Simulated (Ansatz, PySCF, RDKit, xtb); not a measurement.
# SiH4O2: a search for the lowest isomer, part 2 of 2

Only the formula SiH4O2 is given. Aim: find the structure of lowest free energy at 298.15 K, then its properties.

xtb, Ansatz and PySCF; isolated molecules. Earlier steps stand in the parts before.

## Step 12: Frequencies after a tight-binding relaxation (GFN2-xTB)

start.xyz

```xyz
7
c947a
O     -0.141719    -1.419843     0.855251
O      2.081946    -0.098353     1.849463
Si     1.374853    -0.824236     0.533694
H     -0.191702    -2.155392     1.472990
H      2.323109    -1.910096     0.166791
H      1.155557     0.144313    -0.573883
H      1.670298     0.711482     2.165448
```

Started as:

```
$ xtb start.xyz --gfn 2 --ohess tight
```

Standard output (excerpt; [...] marks lines left out):

```text
* xtb version 6.7.1
[...]
          :  # basis functions                  22          :
[...]
          :  # electrons                        20          :
[...]
          :  Hamiltonian                  GFN2-xTB          :
[...]
          :  net charge                          0          :
          :  unpaired electrons                  0          :
[...]
   *** convergence criteria satisfied after 12 iterations ***
[...]
   *** GEOMETRY OPTIMIZATION CONVERGED AFTER 9 ITERATIONS ***
[...]
   *** convergence criteria satisfied after 3 iterations ***
[...]
         ::                     SUMMARY                     ::
         :::::::::::::::::::::::::::::::::::::::::::::::::::::
         :: total energy             -11.999649120558 Eh    ::
         :: gradient norm              0.000238524536 Eh/a0 ::
         :: HOMO-LUMO gap              6.986256102851 eV    ::
         ::.................................................::
         :: SCC energy               -12.081653320471 Eh    ::
         :: -> isotropic ES            0.063548025510 Eh    ::
         :: -> anisotropic ES          0.002695141836 Eh    ::
         :: -> anisotropic XC         -0.000437980135 Eh    ::
         :: -> dispersion             -0.002631440051 Eh    ::
         :: repulsion energy           0.082004199913 Eh    ::
         :: add. restraining           0.000000000000 Eh    ::
         :: total charge               0.000000000000 e     ::
         :::::::::::::::::::::::::::::::::::::::::::::::::::::
[...]
        10        2.0000           -0.4103606             -11.1665 (HOMO)
        11                         -0.1536205              -4.1802 (LUMO)
[...]
     #   Z          covCN         q      C6AA      α(0)
     1   8 O        1.576    -0.491    22.758     6.437
     2   8 O        1.576    -0.491    22.758     6.437
     3  14 Si       3.387     0.555   106.604    20.392
     4   1 H        0.809     0.296     0.732     1.344
     5   1 H        0.921    -0.082     4.972     3.487
     6   1 H        0.921    -0.082     4.972     3.487
     7   1 H        0.809     0.296     0.732     1.344
[...]
          | TOTAL ENERGY              -11.999649120558 Eh   |
          | TOTAL ENTHALPY            -11.950599398532 Eh   |
          | TOTAL FREE ENERGY         -11.982528215494 Eh   |
          | GRADIENT NORM               0.000238524627 Eh/α |
[...]
```

Wall time 0.5 s (1 thread of AMD EPYC (Zen 3), shared host); peak memory 0.39 GiB.

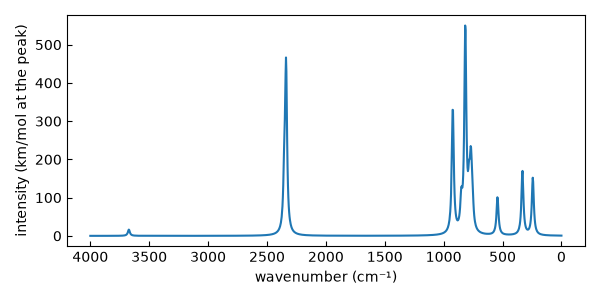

Harmonic infrared spectrum, unscaled, lines broadened by 10 cm⁻¹.

## Step 13: Electronic excitations (TD-CAM-B3LYP/def2-SVPD)

An in-house driver calls PySCF's response routines at TD-CAM-B3LYP/def2-SVPD; it has no typed input.

Standard output:

```text
coarse grid: 6280 points
cycle   1  E = -441.9794481255  dE =  1.724e-01  |g| = 8.814e-01  |ddm| = 2.686e+00
cycle   2  E = -441.8768758452  dE =  1.026e-01  |g| = 1.169e+00  |ddm| = 1.650e+00
cycle   3  E = -442.1262937057  dE = -2.494e-01  |g| = 3.958e-02  |ddm| = 8.596e-01
cycle   4  E = -442.1266336967  dE = -3.400e-04  |g| = 6.791e-03  |ddm| = 6.864e-02
cycle   5  E = -442.1266461974  dE = -1.250e-05  |g| = 9.820e-04  |ddm| = 1.710e-02
cycle   6  E = -442.1266465338  dE = -3.364e-07  |g| = 3.287e-04  |ddm| = 2.576e-03
final grid: 55832 points
cycle   7  E = -442.1967736287  dE = -1.097e-05  |g| = 7.520e-04  |ddm| = 1.279e-02
cycle   8  E = -442.1967737910  dE = -1.623e-07  |g| = 4.112e-04  |ddm| = 1.607e-03
cycle   9  E = -442.1967738144  dE = -2.336e-08  |g| = 2.588e-04  |ddm| = 5.146e-04
cycle  10  E = -442.1967738272  dE = -1.281e-08  |g| = 3.745e-05  |ddm| = 2.225e-04
cycle  11  E = -442.1967738276  dE = -3.589e-10  |g| = 7.952e-06  |ddm| = 5.213e-05
converged SCF energy = -442.1967738276

Static polarisability (au): isotropic 35.283, principal 34.742 35.061 36.047

Singlet excitations
state   eV       nm        f      main configurations
  1   7.7597    159.8   0.00539   H->L 0.79
  2   8.1379    152.4   0.04186   H-2->L 0.48, H->L+1 0.43
  3   8.1732    151.7   0.04055   H-1->L 0.80
  4   8.5656    144.7   0.01303   H->L+1 0.35, H-1->L+1 0.31, H-2->L 0.18
  5   8.7753    141.3   0.00003   H-1->L+1 0.52, H-2->L 0.23, H->L+1 0.10
  6   9.1222    135.9   0.03744   H-2->L+1 0.43, H->L+2 0.40
  7   9.2642    133.8   0.15518   H->L+2 0.54, H-2->L+1 0.29
  8   9.8148    126.3   0.13726   H->L+3 0.65, H-2->L+1 0.09

Triplet excitations (Tamm-Dancoff, eV): 7.4119 7.6792 7.7692
```

It took 14 s on 1 thread of AMD EPYC (Zen 3), shared host; peak memory 0.39 GiB.

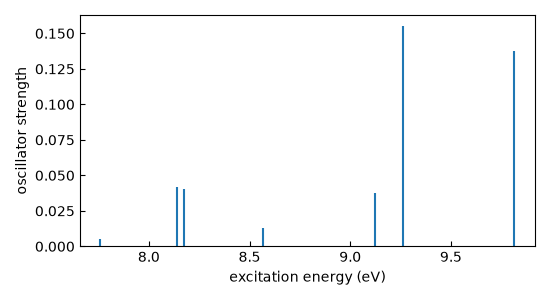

Vertical excitations as sticks.

The roots found:

```csv
excited state,energy (eV),strength
1,7.760,0.0054
2,8.138,0.0419
3,8.173,0.0406
4,8.566,0.0130
5,8.775,0.0000
6,9.122,0.0374
7,9.264,0.1552
8,9.815,0.1373
```

## Step 14: NMR shieldings (GIAO PBE0/pcSseg-1)

An in-house driver calls PySCF's response routines at GIAO PBE0/pcSseg-1; it has no typed input.

Standard output:

```text
coarse grid: 6280 points
cycle   1  E = -441.9286077825  dE =  2.297e-01  |g| = 9.353e-01  |ddm| = 2.280e+00
cycle   2  E = -441.7324012107  dE =  1.962e-01  |g| = 1.392e+00  |ddm| = 1.529e+00
cycle   3  E = -442.0802775788  dE = -3.479e-01  |g| = 5.314e-02  |ddm| = 1.035e+00
cycle   4  E = -442.0808905902  dE = -6.130e-04  |g| = 8.488e-03  |ddm| = 5.225e-02
cycle   5  E = -442.0809059315  dE = -1.534e-05  |g| = 1.821e-03  |ddm| = 9.453e-03
cycle   6  E = -442.0809065958  dE = -6.643e-07  |g| = 3.511e-04  |ddm| = 2.205e-03
final grid: 55832 points
cycle   7  E = -442.1167183683  dE = -1.013e-05  |g| = 6.326e-03  |ddm| = 9.478e-03
cycle   8  E = -442.1167110494  dE =  7.319e-06  |g| = 9.070e-03  |ddm| = 8.750e-03
cycle   9  E = -442.1167247454  dE = -1.370e-05  |g| = 2.247e-04  |ddm| = 5.332e-03
cycle  10  E = -442.1167247532  dE = -7.844e-09  |g| = 5.478e-05  |ddm| = 2.002e-04
cycle  11  E = -442.1167247537  dE = -4.939e-10  |g| = 1.276e-05  |ddm| = 5.971e-05
converged SCF energy = -442.1167247537

GIAO shielding tensors (ppm)
atom      isotropic    diamagn.    paramagn.     s11        s22        s33       span
  0 O      271.028     390.229    -119.202    223.428    282.909    306.746     83.318
  1 O      271.022     388.034    -117.013    223.420    282.904    306.741     83.321
  2 Si     376.792     878.011    -501.220    357.165    381.035    392.174     35.009
  3 H       29.444      29.816      -0.372     22.651     24.478     41.204     18.553
  4 H       26.536      27.712      -1.177     23.112     24.701     31.794      8.682
  5 H       26.536      30.435      -3.899     23.112     24.701     31.794      8.682
  6 H       29.444      31.876      -2.432     22.651     24.478     41.203     18.552
```

It took 9 s on 1 thread of AMD EPYC (Zen 3), shared host; peak memory 0.39 GiB.

Isotropic shieldings, averaged over atoms that the bond graph makes equivalent (absolute, not shifts):

```
 atoms  shielding (ppm)
O1, O2            271.0
   Si3            376.8
H4, H7            29.44
H5, H6            26.54
```

## Step 15: The cation at the same geometry (PBE0/def2-TZVPD)

input.yaml

```yaml
crystal:
  periodic: [false, false, false]
  atoms:
    - {symbol: O, position_ang: [-0.141719, -1.419843, 0.855251]}
    - {symbol: O, position_ang: [2.081946, -0.098353, 1.849463]}
    - {symbol: Si, position_ang: [1.374853, -0.824236, 0.533694]}
    - {symbol: H, position_ang: [-0.191702, -2.155392, 1.472990]}
    - {symbol: H, position_ang: [2.323109, -1.910096, 0.166791]}
    - {symbol: H, position_ang: [1.155557, 0.144313, -0.573883]}
    - {symbol: H, position_ang: [1.670298, 0.711482, 2.165448]}
basis:
  gaussian:
    orbitals: def2-TZVPD
total_charge: 1
magnetization:
  spin_polarized: true
  initial_magnetization: 1
hamiltonian:
  xc: {name: PBE0}
```

Started as:

```
$ ansatz run input.yaml --threads 1 --pin off --max-ram 2610MiB --events-out events.jsonl --progress --plain --runs-dir runs
```

Standard output:

```text
Warning: RAYON_NUM_THREADS=1 ignored (pool sized by the plan → 1); use --threads N
[... 2 set-up lines as earlier in the session ...]
  parameter a = 0.25
  parameter kappa = 0.804
  parameter beta = 0.06672455060314922
  exchange = (1 - a)*pbe_x(kappa = kappa, mu = beta*pi^2/3) + a*exact_x
  correlation = pbe_c(beta = beta)
868 factors; their error is unknown
mean field evaluation 1: about -12002.0772 eV, gradient 7.9e1 eV
mean field evaluation 2: about -11925.2321 eV, gradient 1.5e2 eV
mean field evaluation 4: about -12022.0559 eV, gradient 8.0e0 eV
mean field evaluation 8: about -12022.3949 eV, gradient 8.5e-1 eV
mean field evaluation 16: about -12022.4247 eV, gradient 6.2e-3 eV
mean field evaluation 32: about -12022.0257 eV, gradient 3.8e0 eV
mean field -12022.42473640 eV, -441.8159599707 hartree, gradient 8.9e-6 eV, S^2 0.760461; 4 other end points of the search recorded, 0 dependent functions left out
reference -12022.42477290 eV, -441.8159613118 hartree; 17, 16 occupied and 142, 143 virtual orbitals, 868 factors
Total energy: -12022.42477290 eV, -441.8159613118 hartree
```

Run time: 30 s. Hardware: 1 thread of AMD EPYC (Zen 3), shared host; peak memory 0.39 GiB.

Difference from the parent: 11.35 eV.

## Step 16: The anion at the same geometry (PBE0/def2-TZVPD)

Changes to input.yaml since step 15:

```diff
@@ -13,3 +13,3 @@
     orbitals: def2-TZVPD
-total_charge: 1
+total_charge: -1
 magnetization:
@@ -19 +19,3 @@
   xc: {name: PBE0}
+scf:
+  lower_state_search: off
```

Started as:

```
$ ansatz run input.yaml --threads 1 --pin off --max-ram 2610MiB --events-out events.jsonl --progress --plain --runs-dir runs
```

Standard output (excerpt; [...] marks lines left out):

```text
Warning: RAYON_NUM_THREADS=1 ignored (pool sized by the plan → 1); use --threads N
[... 2 set-up lines as earlier in the session ...]
[...]
868 factors; their error is unknown
[...]
mean field -12032.94466287 eV, -442.2025601377 hartree, gradient 3.5e-6 eV, S^2 0.750285; 0 other end points of the search recorded, 0 dependent functions left out
reference -12032.94469189 eV, -442.2025612042 hartree; 18, 17 occupied and 141, 142 virtual orbitals, 868 factors
Total energy: -12032.94469189 eV, -442.2025612042 hartree
Checks for a lower state left out: stability, starts, cluster_reference, orbital_swaps, neighbouring_geometries, increment
```

It took 11 s on 1 thread of AMD EPYC (Zen 3), shared host; peak memory 0.39 GiB.

Parent less the species with the added electron: -0.83 eV. The extra electron isn't bound at this geometry, so the number measures the basis, not the molecule.

## Step 17: The triplet at the same geometry (PBE0/def2-TZVPD)

Changes to input.yaml since step 16:

```diff
@@ -13,9 +13,6 @@
     orbitals: def2-TZVPD
-total_charge: -1
 magnetization:
   spin_polarized: true
-  initial_magnetization: 1
+  initial_magnetization: 2
 hamiltonian:
-  xc: {name: PBE0}
-scf:
-  lower_state_search: off
+  xc: pbe0
```

Started as:

```
$ ansatz run input.yaml --threads 1 --pin off --max-ram 2610MiB --events-out events.jsonl --progress --plain --runs-dir runs
```

Standard output (excerpt; [...] marks lines left out):

```text
Warning: RAYON_NUM_THREADS=1 ignored (pool sized by the plan → 1); use --threads N
[... 7 set-up lines as earlier in the session ...]
868 factors; their error is unknown
mean field evaluation 1: about -12016.6688 eV, gradient 5.3e1 eV
mean field evaluation 2: about -11976.2268 eV, gradient 1.1e2 eV
mean field evaluation 4: about -12025.9314 eV, gradient 9.4e0 eV
mean field evaluation 8: about -12026.4616 eV, gradient 8.5e-1 eV
mean field evaluation 16: about -12026.5096 eV, gradient 3.2e-2 eV
mean field evaluation 32: about -12026.5096 eV, gradient 2.4e-5 eV
mean field evaluation 64: about -12026.2877 eV, gradient 4.2e0 eV
mean field -12026.50958332 eV, -441.9660753261 hartree, gradient 4.3e-6 eV, S^2 2.007280; 7 other end points of the search recorded, 0 dependent functions left out
reference -12026.50962879 eV, -441.9660769970 hartree; 18, 16 occupied and 141, 143 virtual orbitals, 868 factors
Total energy: -12026.50962879 eV, -441.9660769970 hartree
```

It took 66 s on 1 thread of AMD EPYC (Zen 3), shared host; peak memory 0.46 GiB.

It lies 7.27 eV above the singlet.

## Step 18: Stability of the closed-shell solution (PBE0/def2-SVP)

job.py

```python
from pyscf import gto, dft

mol = gto.M(
    atom=[
    ('O', (-0.141719, -1.419843, 0.855251)),
    ('O', (2.081946, -0.098353, 1.849463)),
    ('Si', (1.374853, -0.824236, 0.533694)),
    ('H', (-0.191702, -2.155392, 1.472990)),
    ('H', (2.323109, -1.910096, 0.166791)),
    ('H', (1.155557, 0.144313, -0.573883)),
    ('H', (1.670298, 0.711482, 2.165448)),
],
    verbose=3,
    max_memory=1860,
    basis='def2-svp',
)

mf = dft.RKS(mol, xc='pbe0')
mf = mf.density_fit(auxbasis='def2-universal-jkfit')
mf.grids.level = 3
mf.max_cycle = 100
mf.kernel()
if not mf.converged:
    mf = mf.newton().run(mf.mo_coeff, mf.mo_occ)

e_tot = mf.e_tot
print('E = %.10f Eh' % e_tot)
mo_i, mo_e, stable_i, stable_e = mf.stability(internal=True, external=True, return_status=True)
print('stable: internal', stable_i, 'external', stable_e)
```

Started as:

```
$ OMP_NUM_THREADS=1 python job.py
```

Standard output:

```text
converged SCF energy = -441.927597148548
E = -441.9275971485 Eh
<class 'pyscf.df.df_jk.DFRKS'> wavefunction is stable in the internal stability analysis
<class 'pyscf.df.df_jk.DFRKS'> wavefunction is stable in the real -> complex stability analysis
<class 'pyscf.df.df_jk.DFRKS'> wavefunction is stable in the RHF/RKS -> UHF/UKS stability analysis
stable: internal True external True
```

Wall time 70 s (1 thread of AMD EPYC (Zen 3), shared host); peak memory 0.4 GiB.

## Step 19: What came out

The summary covers parts 1 to 2.

| quantity | value |
| --- | --- |
| lowest structure found | O[SiH2]O, singlet, C2 |
| funnel | 8 starts, 6 minima at GFN2-xTB, 3 screening runs, 2 relaxed, 1 ranked |
| CPU time of all runs | 11 min |
| harmonic wavenumbers, lowest and highest (PBE0-D3(BJ)/def2-SVP) | 245 and 3931 cm⁻¹ |
| rotational constants, same geometry | 0.764, 0.2386, 0.2001 cm⁻¹ |
| dipole moment (PBE0/def2-TZVPD) | 0.81 D |
| HOMO energy (PBE0/def2-TZVPD) | -8.99 eV |
| LUMO energy (PBE0/def2-TZVPD) | -0.19 eV |
| HOMO–LUMO gap (PBE0/def2-TZVPD) | 8.80 eV |
| lowest excitation (TD-CAM-B3LYP/def2-SVPD) | 7.76 eV (f = 0.005) |
| strongest of the states computed, same level | 9.26 eV (f = 0.155) |
| lowest triplet excitation, same level, Tamm-Dancoff | 7.41 eV |
| vertical ionisation energy | 11.35 eV |
| vertical electron affinity | -0.83 eV (unbound: the value depends on the basis) |
| vertical triplet less singlet | +7.27 eV |

`O[SiH2]O` comes out lowest. Only this structure reached the final ranking, so no rival was compared at the last level. The largest share of the time went into the relaxations (44 %). The search is not exhaustive (a finite list of starts, one conformer a finalist), so a lower isomer can't be ruled out. Patterns outside the rules of the enumeration were met only by chance.
